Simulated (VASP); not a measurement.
Band structure of AlInSb₂ (space group R3m). All values below come from modified Becke-Johnson potential (mBJ) with spin-orbit coupling, VASP's PBE PAW potentials (set 64) (plane waves; VASP).

mBJ is a potential without an energy functional, so only the levels count.

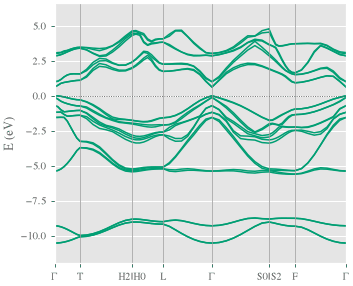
Figure: Bands along high-symmetry lines, zero at the valence-band maximum or, without a gap, the Fermi level

Read the plot: is there a gap, and where are the band edges?

The gap is direct, 0.62 eV, from the valence maximum at Γ to the conduction minimum at Γ.

The structure comes from a computed database's AlInSb2 entry (R3m); how it stands against other phases isn't given here. It was relaxed first. The cell's shape comes from a PBE relaxation.
